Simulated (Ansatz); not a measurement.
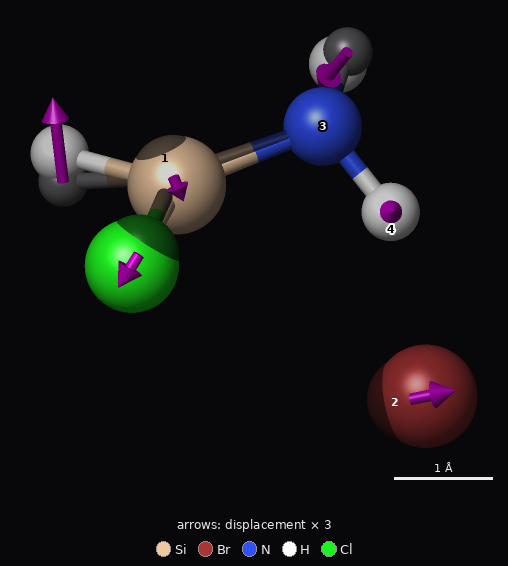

A constrained relaxation of SiNH$_{3}$BrCl. The starting structure is drawn faded, the final one solid; purple arrows show the displacements, 3 times their true length. The two geometries are superimposed by the best rigid fit.

Style: ball-and-stick. Shown at a tilt.

The reaction that was planned forms Br2–H4 and breaks Si1–Br2, N3–H4 (atoms numbered from 1 in input order).

These are results of RKS PBE0-D4/def2-SVP (Ansatz 0.2.0), not measurements.

Input file:
```yaml
crystal:
  periodic: [false, false, false]
  atoms:
    - {symbol: Si, position_ang: [-0.804300, -0.497200, 0.266600]}
    - {symbol: Br, position_ang: [1.336900, 0.719400, -2.084800]}
    - {symbol: N, position_ang: [0.499500, 0.403900, 0.745400]}
    - {symbol: H, position_ang: [1.132700, 0.648700, -0.150000]}
    - {symbol: H, position_ang: [-2.181600, -0.077100, 0.121800]}
    - {symbol: Cl, position_ang: [-0.476500, -2.337400, -0.335300]}
    - {symbol: H, position_ang: [0.493200, 1.139600, 1.436400]}
basis:
  gaussian: {orbitals: def2-SVP}
hamiltonian: {xc: pbe0, dispersion: d4}
relax: {f_tol: 0.04, max_steps: 150, escape_saddle: false, constraints: [{distance: [1, 3]}, {distance: [0, 1]}, {distance: [2, 3]}]}
```

Command:
```bash
ansatz run in.yaml --threads 4 --pin off --events-out ev --progress --plain --max-ram 9574MiB
```

### Which element moves most?

Hydrogen: up to 0.31 Å, against 0.17 Å for bromine.

### Describe the change and its energy.

Over 5 geometry steps the energy falls by 15.7 kJ/mol. The largest force component goes from 1.1 to 0.024 eV/Å. H5 moves most after the best rigid fit: 0.31 Å. Largest moves by element: H 0.31 Å, Br 0.17 Å, Cl 0.14 Å, Si 0.09 Å, N 0.01 Å. Among the contacts that change: Si1–Cl6 1.964 → 2.005 Å, Si1–H5 1.447 → 1.475 Å, N3–H7 1.009 → 1.018 Å, Si1–N3 1.656 → 1.648 Å. Bond angles that change, for instance: Si1–N3–H7 126.1° → 120.9°, N3–Si1–H5 128.3° → 124.4°, N3–Si1–Cl6 117.9° → 121.7°. The run took 8.5 s on 4 threads of Arm Neoverse V2 (shared host).
